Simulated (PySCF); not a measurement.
# C₅H₅BF₂Si: what the fields show

Input

```
{"job": {"kind": "uv", "xc": "CAM-B3LYP", "basis": "def2-SVPD", "nstates": 8, "ntriplets": 3}, "charge": 0, "multiplicity": 1}
F      4.530510     0.023249    -1.061278
B      3.786964    -0.488382    -0.092784
F      4.470275    -1.185661     0.800588
C      2.301510    -0.291705    -0.016388
C      1.101035    -0.119469     0.073217
C     -0.274335     0.052132     0.092631
C     -1.098881     0.394880     1.101023
C     -2.477212     0.416802     0.506632
Si    -1.688528    -0.070763    -1.186906
H     -0.848530     0.626921     2.125069
H     -3.151050    -0.300283     0.975464
H     -2.954308     1.394307     0.576978
H     -1.990967    -1.407148    -1.690771
H     -1.707161     0.954647    -2.225642
```

Launched as:

```sh
OMP_NUM_THREADS=1 python probes_run.py task.json out
```

Geometry: GFN2-xTB.

Level of theory: CAM-B3LYP/def2-SVPD, SCF density, gas phase in PySCF.

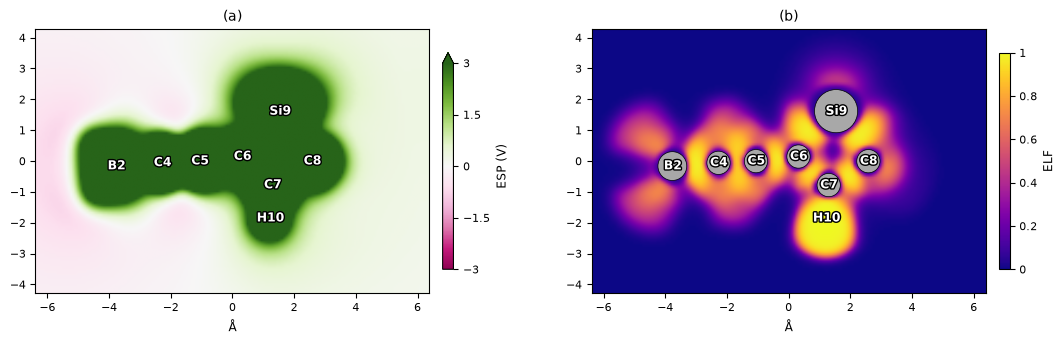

Figure 1. (a) electrostatic potential; (b) ELF on the plane of atoms C5, C6 and C7. Grey discs cover the atomic cores in the ELF map.

Question: What does the map show?

Answer: Atoms in the plane: B, C, Si and H.
C–C (1.22 Å): the ELF peaks at about 0.90 between the atoms: a multiple bond.
C–B (1.50 Å): the ELF peaks at about 1 between the atoms: a covalent bond.
C–Si (1.91 Å): the ELF peaks at about 0.95 between the atoms; a shared electron pair.
C–H (1.08 Å): the ELF climbs to about 1 towards the hydrogen, as it does in any bond to H (an ordinary covalent bond to hydrogen).
C–C (1.35 Å): the ELF peaks at about 0.90 between the atoms (a covalent bond).
Outside the dense part of the molecule the potential is most negative (−0.7 V) near F3, which lies off the plane.

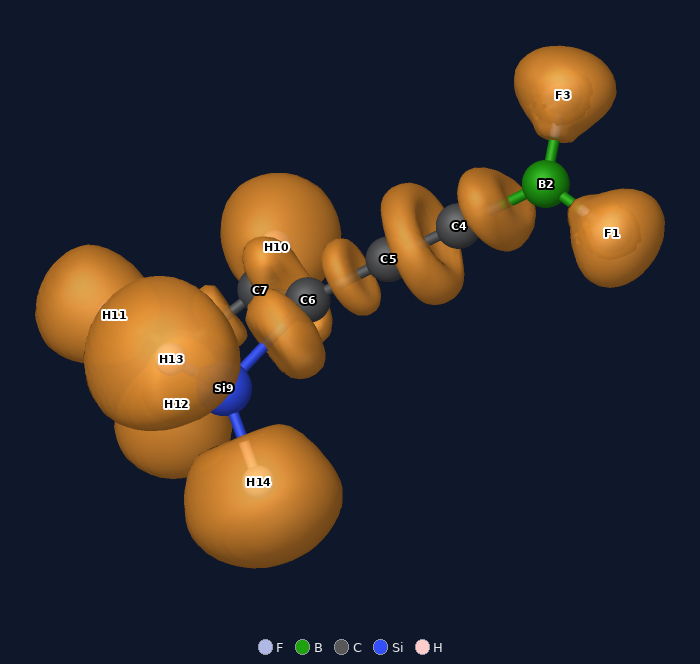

Figure 2. Isosurface of the electron localisation function at 0.8 (orange), seen at an oblique angle. Only the valence region is drawn (cores and ρ < 0.01 e/Å³ removed).

Question: Describe the localisation domains.

Answer: The ELF exceeds this value in one region between bonded B–C atoms (shared pairs), four regions between bonded C–C atoms (shared pairs), two regions between bonded C–Si atoms (shared pairs), five regions around hydrogen nuclei and two regions on F in which the atom's valence shell and bonds are merged.


 B–F (1.32 Å): the ELF peaks at about 0.85 between the atoms (a polar covalent bond).

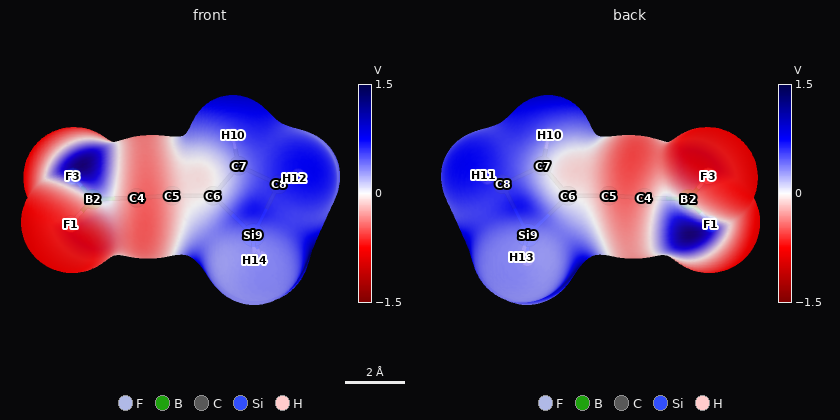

Figure 3. The molecular electrostatic potential painted on the density surface at 0.001 e/bohr³, seen from the front and from behind; the colour scale runs from red (negative) to blue (positive).

Question: Describe the electrostatic potential map.

Answer: The most negative region (about −0.9 V) lies over F1 and F3, the most positive (about +1.3 V) over B2 and Si9.

Question: How polar is the molecule by this calculation?

Answer: Its dipole moment is 4.32 D.
